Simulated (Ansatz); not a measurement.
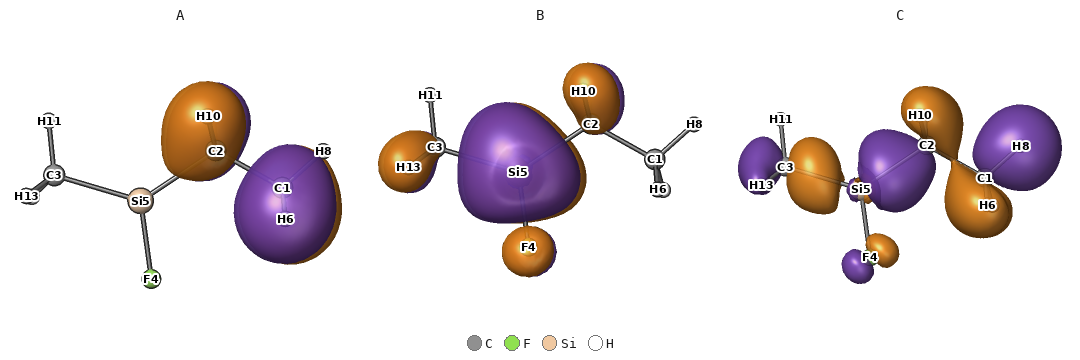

C3H8FSi (SMILES CC[Si+](C)F) (charge +1). Three frontier orbitals at ±0.1 Å⁻³ᐟ² (orange and purple are the two phases), in no order.

Geometry: r2SCAN-D4/def2-SVP.

All numbers below come from Ansatz, isolated molecule in a Gaussian basis; Kohn-Sham density functional theory, functional PBE0.

```yaml
atoms:
  - { symbol: C, position_ang: [0.2539, 1.0036, -3.3489] }
  - { symbol: C, position_ang: [0.5894, 0.7101, -1.8809] }
  - { symbol: C, position_ang: [0.0868, -1.4940, 0.5152] }
  - { symbol: F, position_ang: [-0.9852, -1.7015, -2.1281] }
  - { symbol: Si, position_ang: [-0.0928, -0.8160, -1.1572] }
  - { symbol: H, position_ang: [0.6273, 0.2160, -4.0182] }
  - { symbol: H, position_ang: [-0.8286, 1.1064, -3.5075] }
  - { symbol: H, position_ang: [0.7292, 1.9495, -3.6431] }
  - { symbol: H, position_ang: [0.2617, 1.5235, -1.1974] }
  - { symbol: H, position_ang: [1.6842, 0.6524, -1.6961] }
  - { symbol: H, position_ang: [0.7049, -0.8532, 1.1619] }
  - { symbol: H, position_ang: [-0.9130, -1.6241, 0.9690] }
  - { symbol: H, position_ang: [0.5360, -2.5026, 0.4561] }
```

### Order the three orbitals by energy and name them.

A is the HOMO−1 (−14.89 eV). By Hirshfeld shares it lies mainly on C1 (about 35 %), H6 (about 15 %), H7 (about 15 %), C2 (about 15 %), H10 (about 5 %) and H9 (about 5 %). C is the HOMO (−14.36 eV). By Hirshfeld shares it lies mainly on C1 (about 25 %), C2 (about 20 %), H8 (about 15 %), Si5 (about 15 %) and C3 (about 10 %). B is the LUMO (−7.59 eV). It lies mainly on Si5 (about 65 %), F4 (about 10 %), C2 (about 10 %) and C3 (about 10 %).

### What is the HOMO–LUMO gap?

6.77 eV between the orbital energies.
